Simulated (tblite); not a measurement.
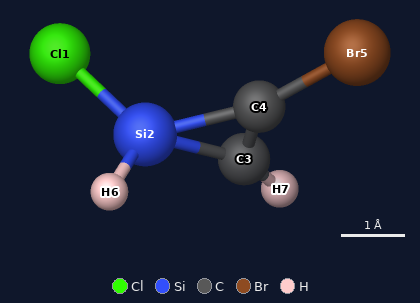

*The starting structure (ball-and-stick view, seen at a tilt; atoms are numbered from 1 in the order of the input).*

Bond lengths as drawn: Br–C 1.90 Å, Cl–Si 2.00 Å, C–C 1.34 Å, C–H 1.07 Å, C–Si 1.87 Å and H–Si 1.44 Å.

## Molecular dynamics, with input and output: C2H2BrClSi

- system: C2H2BrClSi, SMILES Cl[SiH]1C=C1Br
- method: IPEA1-xTB, R-SCC (tblite 0.8.0)

The geometry comes from this level: GFN2-xTB.

### The program's output
```
Time[ps]      Etot[eV]     Epot[eV]     Ekin[eV]    T[K]
0.0000        -436.6869    -437.3317       0.6448   712.7
0.0030        -436.6837    -437.1250       0.4414   487.8
0.0060        -436.6866    -437.2268       0.5402   597.0
0.0090        -436.6854    -437.0659       0.3805   420.6
0.0120        -436.6848    -437.0204       0.3356   370.9
0.0150        -436.6854    -437.0206       0.3352   370.4
0.0180        -436.6870    -437.1106       0.4236   468.2
0.0210        -436.6842    -436.9118       0.2276   251.6
0.0240        -436.6857    -436.9776       0.2919   322.6
0.0270        -436.6864    -437.1087       0.4223   466.8
0.0300        -436.6852    -437.1000       0.4148   458.4
0.0330        -436.6859    -437.0749       0.3889   429.9
0.0360        -436.6848    -437.0026       0.3177   351.2
0.0390        -436.6861    -437.0975       0.4114   454.7
0.0420        -436.6853    -437.0206       0.3353   370.6
0.0450        -436.6853    -437.0872       0.4019   444.2
0.0480        -436.6846    -437.0770       0.3924   433.6
0.0510        -436.6867    -437.2251       0.5384   595.0
0.0540        -436.6835    -437.1215       0.4380   484.1
0.0570        -436.6861    -437.2950       0.6089   672.9
0.0600        -436.6854    -437.1751       0.4897   541.2
Potential energy: -10081.497295 kcal/mol
Dipole: 2.5454 D
Charges: [-0.0755  0.2206 -0.0665 -0.0158 -0.0765 -0.0338  0.0474]
Final positions (angstrom):
Cl    -2.123208    -1.118633     1.218320
Si    -0.507125    -0.033435     0.904212
C      0.745878    -0.472523    -0.316221
C     -0.122221     0.452496    -0.842917
Br     0.226401     1.383195    -2.480942
H     -0.388126     0.905344     2.103755
H      1.617812    -0.936234    -0.802063
```

### Trajectory as extended XYZ (Å, eV, eV/Å), 21 frames, from step=0 to step=120
```
7
Properties=species:S:1:pos:R:3:forces:R:3 step=0 time_fs=0.0 energy=-437.33173 temperature=712.7
Cl   -2.1483   -1.0998    1.1426    0.8923   0.6241  -0.0257
Si   -0.4992    0.0038    0.9004   -0.1308   0.0092  -0.4707
C     0.8799   -0.5157   -0.2561    0.3479  -1.0819   1.3609
C     0.1346    0.4528   -0.8019   -1.3659   1.2177  -0.0125
Br    0.1731    1.3705   -2.4635    0.2054  -0.2610   0.1284
H    -0.2740    0.8904    2.0188   -0.1684  -0.5824  -0.5653
H     1.7340   -1.1020   -0.5405    0.2195   0.0743  -0.4151
7
Properties=species:S:1:pos:R:3:forces:R:3 step=6 time_fs=3.0 energy=-437.12505 temperature=487.8
Cl   -2.1472   -1.1015    1.1495    0.6514   0.4188  -0.0450
Si   -0.5098   -0.0062    0.9049   -0.1952  -1.7565  -3.2570
C     0.8593   -0.5131   -0.2742    2.7244  -2.9878   1.1852
C     0.1775    0.4922   -0.7848   -2.4151   1.8309  -0.3671
Br    0.1737    1.3686   -2.4653    0.2905  -0.1263   0.0581
H    -0.3458    0.8975    1.8709    0.3380   1.5994   2.1404
H     1.7477   -1.1233   -0.6044   -1.3939   1.0214   0.2854
7
Properties=species:S:1:pos:R:3:forces:R:3 step=12 time_fs=6.0 energy=-437.22679 temperature=597.0
Cl   -2.1445   -1.1022    1.1563    0.3687   0.2232  -0.0043
Si   -0.5207   -0.0202    0.9007    0.7310   0.4032  -1.8500
C     0.8549   -0.5288   -0.2835   -0.4948   0.1403   1.4290
C     0.2039    0.5435   -0.7694   -2.0348   0.3067   0.5683
Br    0.1746    1.3666   -2.4670    0.3610  -0.0092  -0.0029
H    -0.3962    1.0033    1.8636    0.0702  -0.2460   0.3378
H     1.6719   -1.0780   -0.6547    0.9987  -0.8183  -0.4779
7
Properties=species:S:1:pos:R:3:forces:R:3 step=18 time_fs=9.0 energy=-437.06595 temperature=420.6
Cl   -2.1409   -1.1024    1.1631    0.0717   0.0232   0.0420
Si   -0.5295   -0.0333    0.8905    1.3104   2.2017  -0.6632
C     0.8491   -0.5448   -0.2833   -0.7929   1.5592   0.2805
C     0.2157    0.5968   -0.7502   -1.2102  -1.6192   1.2217
Br    0.1759    1.3646   -2.4687    0.3882   0.0504   0.0636
H    -0.4380    1.0961    1.8955   -0.0087  -1.7889  -0.9647
H     1.6552   -1.0842   -0.7367    0.2415  -0.4265   0.0201
7
Properties=species:S:1:pos:R:3:forces:R:3 step=24 time_fs=12.0 energy=-437.02040 temperature=370.9
Cl   -2.1371   -1.1025    1.1699   -0.1961  -0.1911   0.0226
Si   -0.5344   -0.0401    0.8779    1.2697   1.8139  -0.7901
C     0.8382   -0.5503   -0.2812    0.5104   1.2766  -1.2338
C     0.2187    0.6389   -0.7228   -0.5905  -2.5774   0.8290
Br    0.1777    1.3626   -2.4703    0.3810   0.0243   0.3381
H    -0.4791    1.0494    1.8569    0.1323  -1.1624  -0.3442
H     1.6566   -1.1238   -0.8132   -1.5068   0.8161   1.1784
7
Properties=species:S:1:pos:R:3:forces:R:3 step=30 time_fs=15.0 energy=-437.02056 temperature=370.4
Cl   -2.1337   -1.1031    1.1768   -0.3952  -0.3743  -0.0697
Si   -0.5354   -0.0420    0.8625    0.8082  -0.5461  -2.2010
C     0.8289   -0.5457   -0.2862   -1.3577   2.4960   0.0523
C     0.2172    0.6632   -0.6898   -0.3316  -2.2861  -0.3166
Br    0.1798    1.3607   -2.4716    0.3527  -0.0487   0.7208
H    -0.5084    0.9187    1.8034    0.3297   1.3517   2.0157
H     1.5569   -1.1127   -0.8072    0.5938  -0.5925  -0.2015
7
Properties=species:S:1:pos:R:3:forces:R:3 step=36 time_fs=18.0 energy=-437.11063 temperature=468.2
Cl   -2.1313   -1.1045    1.1836   -0.3971  -0.3664  -0.1651
Si   -0.5341   -0.0443    0.8416   -0.1131   0.4270   0.3838
C     0.8115   -0.5244   -0.2915   -0.5131   1.1075   0.2176
C     0.2132    0.6717   -0.6594   -0.3650  -0.8428  -1.8766
Br    0.1823    1.3587   -2.4720    0.2963  -0.0810   1.0459
H    -0.5106    0.8715    1.8918    0.3643   0.2677   0.7540
H     1.4942   -1.1435   -0.8105    0.7277  -0.5120  -0.3596
7
Properties=species:S:1:pos:R:3:forces:R:3 step=42 time_fs=21.0 energy=-436.91183 temperature=251.6
Cl   -2.1299   -1.1069    1.1899   -0.2827  -0.2423  -0.2443
Si   -0.5332   -0.0456    0.8218   -1.1510   1.6078   3.8677
C     0.7915   -0.4966   -0.2961    2.4263  -2.5219  -0.9770
C     0.2063    0.6743   -0.6425   -0.5823   0.9774  -3.2324
Br    0.1852    1.3566   -2.4714    0.2296  -0.0372   1.1577
H    -0.4821    0.8505    2.0433    0.2923  -1.1570  -1.4240
H     1.4824   -1.2046   -0.8352   -0.9323   1.3733   0.8522
7
Properties=species:S:1:pos:R:3:forces:R:3 step=48 time_fs=24.0 energy=-436.97761 temperature=322.6
Cl   -2.1291   -1.1098    1.1956   -0.2802  -0.1961  -0.3166
Si   -0.5356   -0.0422    0.8133   -1.2165   1.2113   4.0785
C     0.7863   -0.4840   -0.3061    0.8600  -1.2540   0.3605
C     0.1954    0.6830   -0.6480   -0.5928   1.1956  -3.1475
Br    0.1883    1.3545   -2.4695    0.1784   0.0833   0.9577
H    -0.4285    0.7422    2.0875    0.2308  -0.7762  -1.3959
H     1.4158   -1.1741   -0.8060    0.8204  -0.2640  -0.5368
7
Properties=species:S:1:pos:R:3:forces:R:3 step=54 time_fs=27.0 energy=-437.10875 temperature=466.8
Cl   -2.1291   -1.1132    1.2006   -0.3922  -0.2169  -0.3610
Si   -0.5415   -0.0353    0.8164   -0.7254  -0.2197   0.8067
C     0.7873   -0.4800   -0.3140   -0.3132   0.1017   0.4705
C     0.1804    0.6993   -0.6754   -0.2624  -0.2956  -1.7055
Br    0.1915    1.3525   -2.4666    0.1359   0.3074   0.4277
H    -0.3529    0.5764    2.0299    0.4758   0.8438   1.1489
H     1.4115   -1.1591   -0.8169    1.0816  -0.5208  -0.7874
7
Properties=species:S:1:pos:R:3:forces:R:3 step=60 time_fs=30.0 energy=-437.10005 temperature=458.4
Cl   -2.1300   -1.1172    1.2047   -0.3819  -0.1139  -0.3258
Si   -0.5497   -0.0288    0.8225    0.0407  -0.2534  -0.4377
C     0.7875   -0.4768   -0.3199    0.7651  -0.6560  -1.3252
C     0.1636    0.7133   -0.7149    0.0584  -2.0316   0.3471
Br    0.1950    1.3508   -2.4633    0.1058   0.6520  -0.4388
H    -0.2366    0.4713    2.0556    0.4520   0.8985   1.2927
H     1.4820   -1.1716   -0.8807   -1.0401   1.5044   0.8876
7
Properties=species:S:1:pos:R:3:forces:R:3 step=66 time_fs=33.0 energy=-437.07487 temperature=429.9
Cl   -2.1318   -1.1214    1.2080   -0.2117   0.0828  -0.2389
Si   -0.5576   -0.0229    0.8279    1.5677   0.6048   1.2188
C     0.7914   -0.4765   -0.3335   -1.1113   1.3600  -0.3043
C     0.1469    0.7131   -0.7519    0.0147  -2.9840   2.2618
Br    0.1985    1.3499   -2.4604    0.1090   1.0283  -1.4022
H    -0.0901    0.4370    2.1714   -0.5750  -0.1412  -1.4850
H     1.4879   -1.0808   -0.8876    0.2064   0.0491  -0.0503
7
Properties=species:S:1:pos:R:3:forces:R:3 step=72 time_fs=36.0 energy=-437.00257 temperature=351.2
Cl   -2.1341   -1.1254    1.2107   -0.0187   0.2371  -0.2008
Si   -0.5608   -0.0153    0.8367    1.9652   0.4049   1.0535
C     0.7876   -0.4672   -0.3491   -1.7383   1.6397   0.5678
C     0.1301    0.6922   -0.7733   -0.4593  -2.4844   2.7859
Br    0.2022    1.3500   -2.4591    0.1047   1.2420  -1.8540
H     0.0120    0.3979    2.1784   -0.9471  -0.1734  -1.7098
H     1.5145   -0.9846   -0.9002    1.0934  -0.8659  -0.6425
7
Properties=species:S:1:pos:R:3:forces:R:3 step=78 time_fs=39.0 energy=-437.09754 temperature=454.7
Cl   -2.1365   -1.1288    1.2129    0.1733   0.3590  -0.2173
Si   -0.5585   -0.0067    0.8483    0.6870  -0.5913  -0.8352
C     0.7743   -0.4484   -0.3622    1.8584  -1.5828  -0.6196
C     0.1097    0.6542   -0.7758   -1.2972  -0.4407   1.4656
Br    0.2060    1.3515   -2.4596    0.0354   1.1773  -1.5408
H     0.0407    0.3489    2.0557   -0.1065   0.5497   0.6391
H     1.6049   -0.9435   -0.9470   -1.3504   0.5287   1.1082
7
Properties=species:S:1:pos:R:3:forces:R:3 step=84 time_fs=42.0 energy=-437.02063 temperature=370.6
Cl   -2.1384   -1.1314    1.2146    0.3880   0.4946  -0.2114
Si   -0.5541    0.0000    0.8572   -0.5512  -1.4822  -2.1078
C     0.7721   -0.4395   -0.3779    1.7823  -2.4611   0.9829
C     0.0799    0.6132   -0.7680   -2.0871   1.7530  -0.3446
Br    0.2098    1.3542   -2.4619   -0.0773   0.9421  -0.9190
H     0.0644    0.3479    1.9909    0.7038   1.0602   2.3800
H     1.6070   -0.8741   -0.9188   -0.1586  -0.3067   0.2200
7
Properties=species:S:1:pos:R:3:forces:R:3 step=90 time_fs=45.0 energy=-437.08719 temperature=444.2
Cl   -2.1394   -1.1327    1.2158    0.5953   0.6337  -0.1459
Si   -0.5506    0.0026    0.8611    0.8592  -0.9150   1.0905
C     0.7807   -0.4468   -0.3863   -0.4516  -1.0993   2.4176
C     0.0360    0.5836   -0.7621   -1.4384   1.8347  -1.3059
Br    0.2135    1.3580   -2.4651   -0.2095   0.6925  -0.3763
H     0.1253    0.4240    2.0869   -0.9593   0.0002  -0.7208
H     1.6079   -0.8347   -0.8783    1.6044  -1.1468  -0.9590
7
Properties=species:S:1:pos:R:3:forces:R:3 step=96 time_fs=48.0 energy=-437.07700 temperature=433.6
Cl   -2.1390   -1.1325    1.2166    0.6656   0.6666  -0.0882
Si   -0.5448    0.0022    0.8676    1.1682  -0.7859   1.9459
C     0.7893   -0.4629   -0.3799    0.8458  -0.6145   0.4555
C    -0.0176    0.5662   -0.7652    0.5142   0.2521  -1.4609
Br    0.2170    1.3625   -2.4688   -0.3531   0.4624   0.0322
H     0.1149    0.5057    2.1404   -1.3100  -0.4369  -1.5943
H     1.6990   -0.8709   -0.8931   -1.5307   0.4562   0.7098
7
Properties=species:S:1:pos:R:3:forces:R:3 step=102 time_fs=51.0 energy=-437.22511 temperature=595.0
Cl   -2.1370   -1.1307    1.2172    0.6017   0.5715  -0.0671
Si   -0.5355   -0.0007    0.8795    0.4827  -1.2802   0.1131
C     0.8014   -0.4826   -0.3687   -1.5557   1.3400   0.4347
C    -0.0676    0.5507   -0.7784    2.1169  -1.2148  -0.9216
Br    0.2201    1.3675   -2.4724   -0.4539   0.2415   0.2857
H     0.0001    0.5563    2.0723   -0.4330   0.1227  -0.0856
H     1.6903   -0.8829   -0.8641   -0.7588   0.2193   0.2408
7
Properties=species:S:1:pos:R:3:forces:R:3 step=108 time_fs=54.0 energy=-437.12155 temperature=484.1
Cl   -2.1334   -1.1275    1.2176    0.4720   0.3912  -0.0482
Si   -0.5250   -0.0078    0.8913   -0.4333  -2.1208  -2.4136
C     0.8014   -0.4925   -0.3536   -4.2746   2.8095   1.2138
C    -0.1030    0.5271   -0.7982    2.6376  -1.6064  -0.2916
Br    0.2228    1.3728   -2.4757   -0.4970   0.0231   0.4254
H    -0.1492    0.6256    2.0084    0.5167   1.2966   2.0888
H     1.6354   -0.8852   -0.8242    1.5786  -0.7932  -0.9747
7
Properties=species:S:1:pos:R:3:forces:R:3 step=114 time_fs=57.0 energy=-437.29503 temperature=672.9
Cl   -2.1288   -1.1233    1.2180    0.3720   0.2320   0.0187
Si   -0.5154   -0.0205    0.8975   -0.3481  -0.0139   0.3448
C     0.7758   -0.4849   -0.3322   -0.3366   0.5724  -0.9561
C    -0.1200    0.4926   -0.8204    2.1138  -0.8364  -0.0255
Br    0.2248    1.3781   -2.4786   -0.5017  -0.1917   0.5055
H    -0.2690    0.7786    2.0763   -0.0719  -0.4028  -0.6707
H     1.6645   -0.9310   -0.8384   -1.2274   0.6405   0.7833
7
Properties=species:S:1:pos:R:3:forces:R:3 step=120 time_fs=60.0 energy=-437.17510 temperature=541.2
Cl   -2.1232   -1.1186    1.2183    0.2042   0.0355   0.0909
Si   -0.5071   -0.0334    0.9042   -1.1614   1.5077   1.6432
C     0.7459   -0.4725   -0.3162    1.2383  -0.8573  -1.0328
C    -0.1222    0.4525   -0.8429    0.6708   0.7017  -0.0289
Br    0.2264    1.3832   -2.4809   -0.4567  -0.3918   0.5186
H    -0.3881    0.9053    2.1037    0.0651  -1.3689  -1.7764
H     1.6178   -0.9362   -0.8021   -0.5605   0.3730   0.5855
```

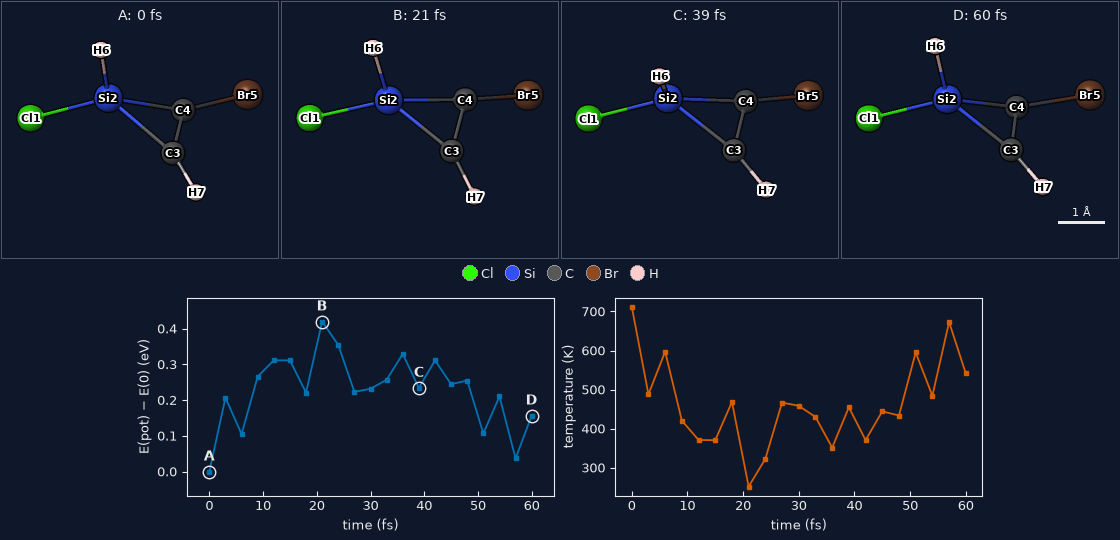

*Frames of the molecular dynamics (ball-and-stick, seen at a tilt) above the curves, on which the letters mark them.*

The trajectory kept here has 21 frames over 60 fs. The temperature starts at 713 K, ranges from 252 to 713 K and averages 476 K over the second half. The potential energy ends 0.157 eV above its first value. After an unweighted best fit of the last frame on the first, the root-mean-square displacement is 0.14 Å.

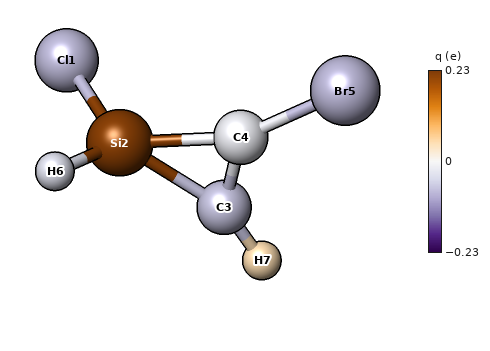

*Mulliken charges, as the colour of each atom (ball-and-stick view, seen at a tilt; atoms are numbered from 1 in the order of the input).*

By element: Cl −0.08, Si +0.22, C −0.07 to −0.02, Br −0.08 and H −0.03 to +0.05 e.

This output came from the following input.

### Input (calc.py)
```python
import json
import numpy as np
from ase import Atoms
from tblite.ase import TBLite
from ase.units import kcal, mol as mol_
from ase.units import Debye
from ase import units
from ase.md.velocitydistribution import MaxwellBoltzmannDistribution, Stationary, ZeroRotation
from ase.md.verlet import VelocityVerlet

molecule = Atoms(
    symbols=["Cl", "Si", "C", "C", "Br", "H", "H"],
    positions=[
        [-2.148330, -1.099790, 1.142640],
        [-0.499200, 0.003810, 0.900450],
        [0.879850, -0.515710, -0.256070],
        [0.134620, 0.452800, -0.801900],
        [0.173110, 1.370470, -2.463480],
        [-0.274040, 0.890400, 2.018810],
        [1.733970, -1.101980, -0.540460],
    ],
)
start = molecule.get_positions()

molecule.calc = TBLite(method="IPEA1-xTB", multiplicity=1, verbosity=0)
MaxwellBoltzmannDistribution(molecule, temperature_K=600, rng=np.random.default_rng(207))
Stationary(molecule)
ZeroRotation(molecule)
dyn = VelocityVerlet(molecule, timestep=0.5 * units.fs, trajectory="md.traj", logfile="-", loginterval=6)
dyn.run(120)
print(f"Potential energy: {molecule.get_potential_energy() / (kcal / mol_):.6f} kcal/mol")
print(f"Dipole: {np.linalg.norm(molecule.get_dipole_moment()) / Debye:.4f} D")
print("Charges:", np.round(molecule.get_charges(), 4))
print("Final positions (angstrom):")
for a in molecule:
    print(f"{a.symbol:<2} {a.x:12.6f} {a.y:12.6f} {a.z:12.6f}")
json.dump(dict(energy=molecule.get_potential_energy(), forces=molecule.get_forces().tolist(), dipole=molecule.get_dipole_moment().tolist(), charges=molecule.get_charges().tolist(),
               symbols=molecule.get_chemical_symbols(), start=start.tolist(), final=molecule.positions.tolist()), open("results.json", "w"))
```

Run as:
```bash
python calc.py
```

### Results in brief

| quantity | value |
| --- | --- |
| outcome | finished |
| mean temperature over the second half | 476 K |
| trajectory | 21 frames kept, 60 fs |
| potential energy (last step) | −16.065888 hartree |
| largest force (last step) | 2.514 eV/Å |
| dipole moment (last step) | 2.55 D |
| hardware | 1 thread of AMD EPYC (Zen 5), 16 GiB of memory available, shared host |
| wall time | 0.64 s |
| peak memory | 0.11 GiB |

### Notes

Settings chosen away from the usual ones: time_step. So short a trajectory is not equilibrated.
